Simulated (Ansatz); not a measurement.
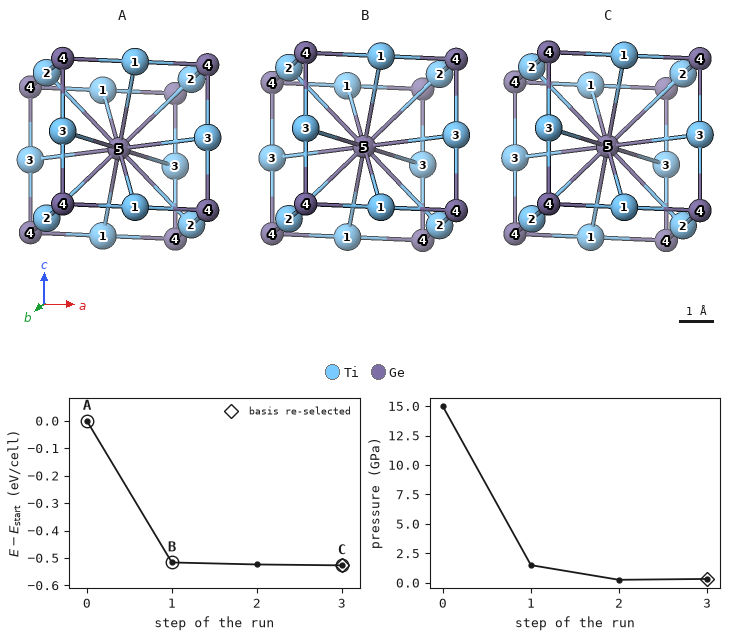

Frames of a relaxation of a crystal of Ti3Ge2 (a generated structure, set up in Pm-3m) (coarse preliminary run), marked on the history of the run. The picture is a ball-and-stick view of the cell of the calculation, seen from a free direction.

These are results of DFT PBE, scalar-relativistic, plane waves, PAW (Ansatz 0.2.0), not measurements.

Input
```yaml
crystal:
  lattice:
    - [4.46686328, 0.0, 0.0]
    - [0.0, 4.46686328, 0.0]
    - [0.0, 0.0, 4.46686328]
  atoms:
    - { symbol: Ti, position: [0.5, 0.0, 0.0] }
    - { symbol: Ti, position: [0.0, 0.5, 0.0] }
    - { symbol: Ti, position: [0.0, 0.0, 0.5] }
    - { symbol: Ge, position: [0.0, 0.0, 0.0] }
    - { symbol: Ge, position: [0.5, 0.5, 0.5] }
basis:
  ecutwfc: 420
kpoints:
  mp_grid: { grid: [4, 4, 4] }
hamiltonian:
  xc: pbe
scf:
  occupations: { method: gaussian, width: 0.1 }
  lower_state_search: "off"
output:
  forces: true
  stress: true
  eigenvalues: true
relax:
  adjacent_minimum: "off"
  f_tol: 0.04
  max_steps: 70
  cell: { stress_tol: 0.4 }
```

Launched with:
```bash
ansatz run input.yaml --threads 1 --pin off --max-ram 2560MiB --backend cpu --events-out ev --progress --plain --runs-dir out
```

**What happens along the run?**

The energy falls by 0.527 eV per cell of the calculation in 2 accepted moves (3 points after the start). All forces vanish by symmetry, so only the cell relaxes. The pressure goes from 14.97 to 0.33 GPa. The SCF was repeated once at an unchanged geometry on a basis and grid sized afresh for the cell, which shifted the energy by 3.3 meV per cell of the calculation at most. No atom moves by more than 0.005 Å relative to the cell. The volume changes by +13.8 %, with a = b = c 4.467 → 4.663 Å (+4.4 %). Some distances before and after: Ti1–Ti2 3.159 → 3.297 Å, Ti1–Ge5 3.159 → 3.297 Å, Ti1–Ge4 2.233 → 2.331 Å. The space group stays Pm-3m (No. 221). From step 0 to 1: volume +12.2 %, energy −0.516 eV per cell of the calculation. From step 1 to 3: volume +1.4 %, energy −10.5 meV per cell of the calculation.

```
step  E − E(0), meV/atom  pressure, GPa  volume, Å³/atom                      note
   0                0.00          14.97           17.825                          
   1             -103.30           1.50           20.003                          
   2             -104.75           0.25           20.278                          
   3             -105.40           0.33           20.278  same geometry, new basis
```
